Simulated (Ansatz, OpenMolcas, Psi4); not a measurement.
**How methods differ on Ge2H6 (digermane)**

Ge2H6: 8 atoms, total charge 0, spin state singlet. SMILES: `[GeH3][GeH3]`. The shape is that of a PBE0-D4/def2-TZVP optimisation.

```xyz
8

Ge   -0.5692    0.2819   -1.0299
Ge    0.5692   -0.2819    1.0299
H    -0.3605   -0.8252   -2.0758
H    -2.0775    0.4423   -0.7801
H    -0.0232    1.6020   -1.5979
H     0.3674    0.8291    2.0731
H     2.0763   -0.4505    0.7785
H     0.0175   -1.5977    1.6022
```

Each level gives the HOMO–LUMO gap (eV). The values are calculated.

| level | kind | program | value (eV) | CPU time |
| --- | --- | --- | --- | --- |
| HF/6-31G* (spherical functions) | Hartree–Fock | OpenMolcas | 13.89 | 18 s |
| SVWN5/6-31G* (spherical functions) | LDA | OpenMolcas | 6.49 | 34 s |
| revPBE/6-31G* (spherical functions) | GGA | Ansatz | 6.66 | 3.3 s |
| B3LYP/6-31G* (spherical functions) | global hybrid | OpenMolcas | 8.02 | 48 s |
| BHLYP/6-31G* (spherical functions) | global hybrid | Psi4 | 10.26 | 8.2 s |
| r2SCAN0/6-31G* (spherical functions) | hybrid meta-GGA | Ansatz | 8.98 | 6.6 s |
| CAM-B3LYP/6-31G* (spherical functions) | range-separated hybrid | Ansatz | 10.62 | 4.5 s |
| B2PLYP/6-31G* (density fitting for correlation, spherical functions) | double hybrid | Psi4 | 10.47 | 8.1 s |

All-electron rows without a relativistic Hamiltonian named are non-relativistic. The values span 6.49 to 13.89 eV. Orbital gaps aren't excitation energies, and those of double hybrids come from the SCF part alone; they tend to grow with the share of exact exchange. CPU times are rough (shared hosts, several kinds of processor and program).

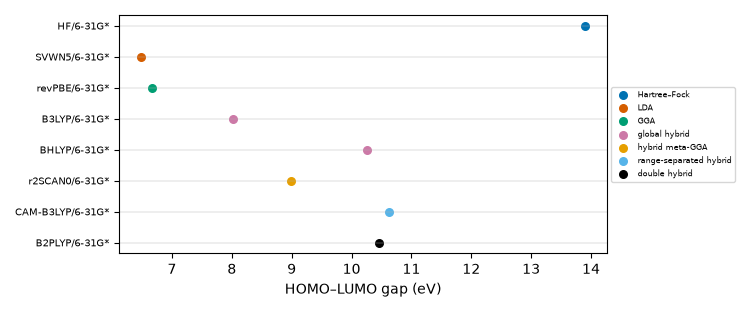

The values of the table, level by level.
